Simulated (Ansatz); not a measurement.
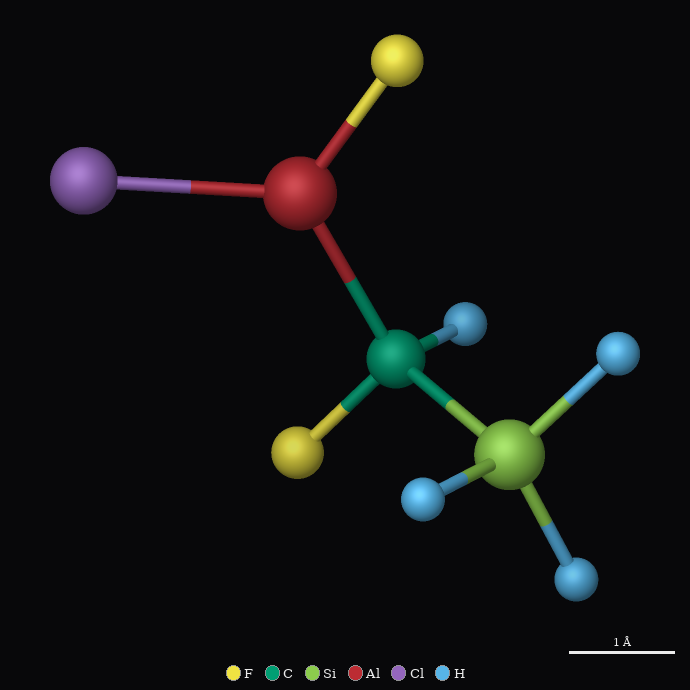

The picture shows a molecular structure as a ball-and-stick model.

Computed geometry: PBE0-D4/def2-TZVP optimisation.

Description:

The molecule is CH₄AlClF₂Si. As SMILES it reads `F[C@H]([SiH3])[Al]([F])[Cl]`. Among its groups: C–F bond, Si–H bond. This geometry has C1 symmetry. Coordination: 1 C tetrahedral; 1 Si tetrahedral; 1 Al trigonal planar.

More results for the same structure follow; atom numbers are the same in all pictures, views and colours differ.

### Shape

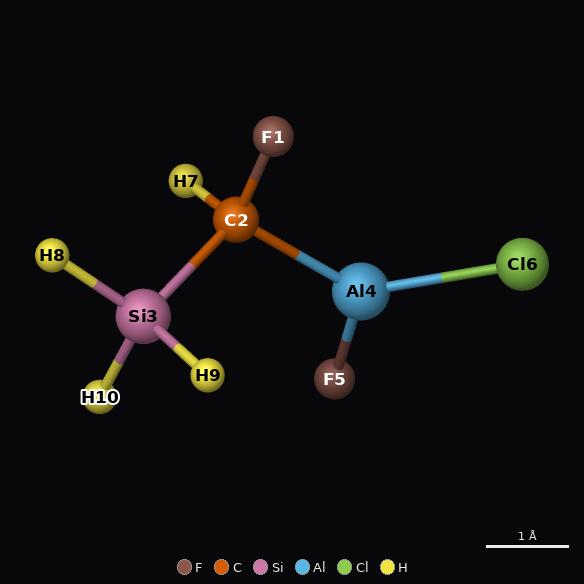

Which atoms are bonded, and how long are the bonds?

| bond | length (Å) |
| --- | --- |
| F1–C2 | 1.406 |
| C2–Si3 | 1.894 |
| C2–Al4 | 1.962 |
| C2–H7 | 1.100 |
| Si3–H8 | 1.484 |
| Si3–H9 | 1.486 |
| Si3–H10 | 1.487 |
| Al4–F5 | 1.642 |
| Al4–Cl6 | 2.074 |

### Electronic properties

Level of theory: RKS ωB97M-V/def2-TZVPP (Ansatz 0.2.0).

What is the HOMO energy (Kohn–Sham orbital)?

−10.60 eV.

Give the HOMO–LUMO gap at this level.

11.21 eV.

What is the dipole moment?

1.48 D.

### Vibrations

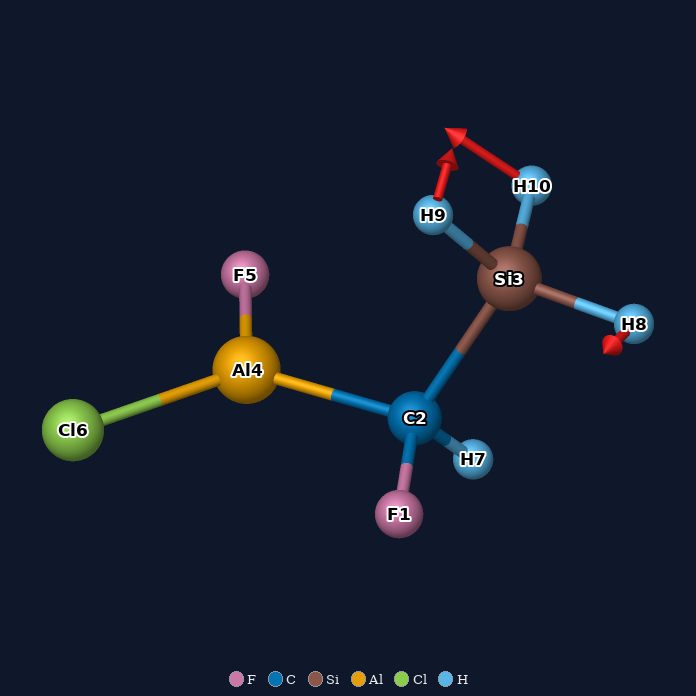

The arrows show one normal mode. Harmonic vibrations computed with RKS PBE0-D4/def2-TZVP (Ansatz 0.2.0) at a stationary point of the same level.

Describe the motion.

Mostly H–Si–H bending.

At what wavenumber does it lie?

930 cm⁻¹; it is mode 16 of 24 counted from the lowest.

### Charges

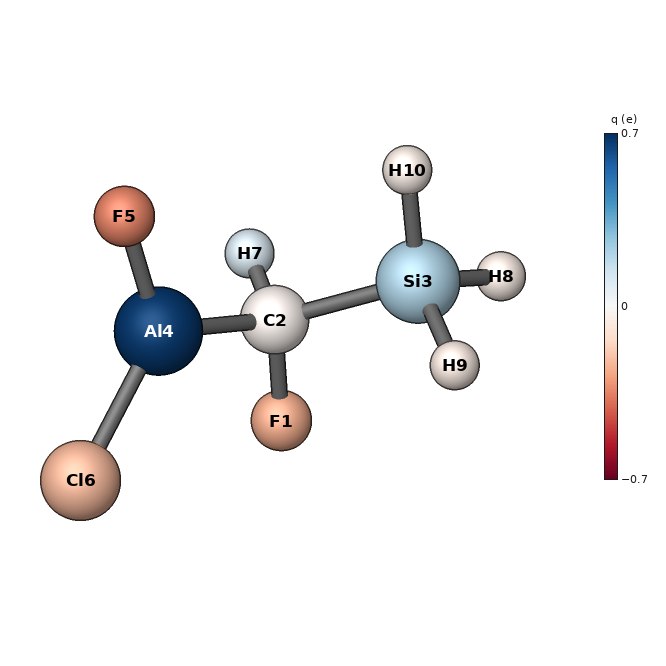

Atoms are coloured by their Mulliken charges. Method: RKS B3LYP-D4/def2-TZVPP (Ansatz 0.2.0).

Give the Mulliken charges atom by atom.

```json
{"atom": "F1", "value (e)": "−0.25"}
{"atom": "C2", "value (e)": "−0.03"}
{"atom": "Si3", "value (e)": "0.21"}
{"atom": "Al4", "value (e)": "0.67"}
{"atom": "F5", "value (e)": "−0.34"}
{"atom": "Cl6", "value (e)": "−0.22"}
{"atom": "H7", "value (e)": "0.10"}
{"atom": "H8", "value (e)": "−0.05"}
{"atom": "H9", "value (e)": "−0.06"}
{"atom": "H10", "value (e)": "−0.05"}
```

Mulliken values depend strongly on the basis set and can even reverse the polarity of a bond.
